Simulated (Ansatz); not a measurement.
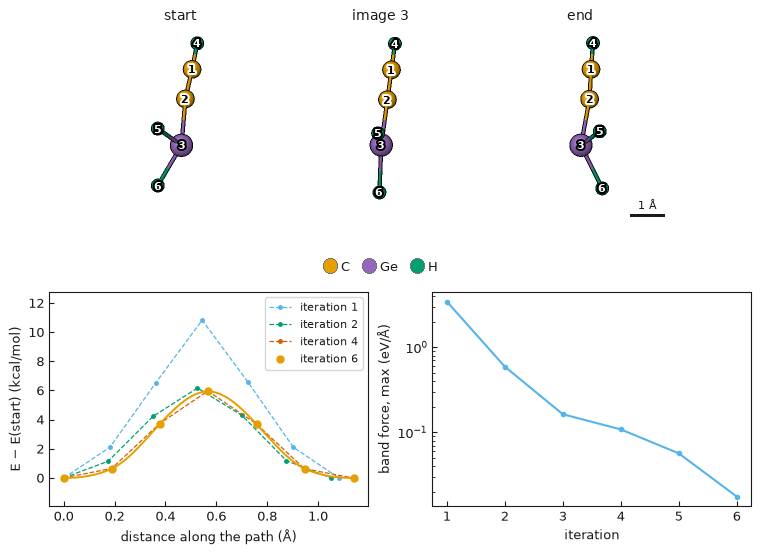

A search for the minimum-energy path of C₂H₃Ge (multiplicity 2) by the nudged elastic band. Images are numbered from 0 (start) to 6 (end). The plot follows the band through its iterations. The picture is a ball-and-stick view, seen from a free direction.

All numbers below come from UKS B3LYP/def2-SVP (Ansatz 0.2.0).

The input:
```yaml
crystal:
  periodic: [false, false, false]
  atoms:
    - { symbol: C, position_ang: [-0.616816, -1.671732, -0.138111] }
    - { symbol: C, position_ang: [-0.117517, -0.562524, -0.028284] }
    - { symbol: Ge, position_ang: [0.821679, 1.07095, 0.18769] }
    - { symbol: H, position_ang: [-1.072842, -2.640343, -0.239331] }
    - { symbol: H, position_ang: [0.848517, 1.840957, -1.152538] }
    - { symbol: H, position_ang: [0.179179, 1.898692, 1.324273] }
magnetization:
  spin_polarized: true
  initial_magnetization: 1
basis:
  gaussian: { orbitals: def2-SVP }
hamiltonian:
  xc: b3lyp
neb:
  order_check: false
  images: 5
  f_tol: 0.03
  max_iterations: 60
  final_atoms:
    - { symbol: C, position_ang: [-0.61418778, -1.67291264, -0.13757288] }
    - { symbol: C, position_ang: [-0.26072608, -0.50600479, -0.06862883] }
    - { symbol: Ge, position_ang: [0.1078983, 1.353564, -0.01188839] }
    - { symbol: H, position_ang: [-0.90614517, -2.70623577, -0.19222915] }
    - { symbol: H, position_ang: [1.19238631, 1.70524894, -1.05626577] }
    - { symbol: H, position_ang: [0.52297441, 1.76234027, 1.42028403] }
  initial_path:
    images:
      - { positions_ang: [[-0.616816, -1.671732, -0.138111], [-0.117517, -0.562524, -0.028284], [0.821679, 1.07095, 0.18769], [-1.072842, -2.640343, -0.239331], [0.848517, 1.840957, -1.152538], [0.179179, 1.898692, 1.324273]] }
      - { positions_ang: [[-0.61088921, -1.67771918, -0.13446991], [-0.14817426, -0.55489152, -0.03425521], [0.70196515, 1.11847375, 0.15497699], [-1.03950656, -2.63064799, -0.23548214], [0.91480189, 1.80711851, -1.18312312], [0.22400299, 1.87366642, 1.38605239]] }
      - { positions_ang: [[-0.60496243, -1.68370636, -0.13082882], [-0.17883151, -0.54725903, -0.04022642], [0.5822513, 1.1659975, 0.12226399], [-1.00617113, -2.62095297, -0.23163329], [0.98108678, 1.77328002, -1.21370824], [0.26882699, 1.84864085, 1.44783179]] }
      - { positions_ang: [[-0.59903564, -1.68969354, -0.12718774], [-0.20948877, -0.53962655, -0.04619763], [0.46253745, 1.21352124, 0.08955098], [-0.97283569, -2.61125796, -0.22778443], [1.04737167, 1.73944154, -1.24429336], [0.31365098, 1.82361527, 1.50961118]] }
      - { positions_ang: [[-0.60408635, -1.68409991, -0.13064945], [-0.22656787, -0.52841929, -0.0536747], [0.3443244, 1.26020216, 0.05573786], [-0.95060552, -2.64291723, -0.21593267], [1.09570989, 1.728044, -1.1816175], [0.38342546, 1.80319027, 1.47983547]] }
      - { positions_ang: [[-0.60913706, -1.67850628, -0.13411117], [-0.24364697, -0.51721204, -0.06115176], [0.22611135, 1.30688308, 0.02192473], [-0.92837534, -2.6745765, -0.20408091], [1.1440481, 1.71664647, -1.11894163], [0.45319994, 1.78276527, 1.45005975]] }
      - { positions_ang: [[-0.61418778, -1.67291264, -0.13757288], [-0.26072608, -0.50600479, -0.06862883], [0.1078983, 1.353564, -0.01188839], [-0.90614517, -2.70623577, -0.19222915], [1.19238631, 1.70524894, -1.05626577], [0.52297441, 1.76234027, 1.42028403]] }
```

Launched with:
```bash
ansatz run input.yaml --threads 2 --pin off --max-ram 3072MiB --backend cpu --events-out ev --progress --plain --runs-dir out
```

Q: Judge this run.

A: The result is final at these settings. The band converged in 6 iterations. The largest component of the band force went from 3.5 to 0.018 eV/Å. The climbing image converged on the top of the path. Its vibrational analysis gives one imaginary mode (593i cm⁻¹), as a transition state must have. The first iteration put the highest image at 10.83 kcal/mol. The barrier is about 5.94 kcal/mol in both directions, with image 3 at the top; the ends have the same energy.

Cost: 70 s on 2 threads of Arm Neoverse V1 (shared host), peak memory 0.25 GiB.
